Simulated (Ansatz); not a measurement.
Base system: KCl in the rock salt structure (space group Fm-3m, No. 225; a = 6.381 Å).

One thing is altered: the cell is scaled by 0.9950 in all directions; the atoms relax in the strained cell.

Level of theory: PBE (Ansatz, a program for electronic structure; PAW; 420 eV plane waves; without spin-orbit coupling).

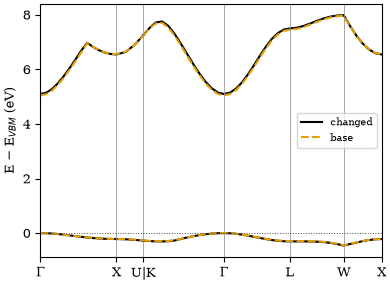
Figure. Highest valence and lowest conduction band along the path, each from its own valence-band maximum

The gap is 5.10 eV, direct at Γ; the base has 5.05 eV.

Stability against distortions was not tested.
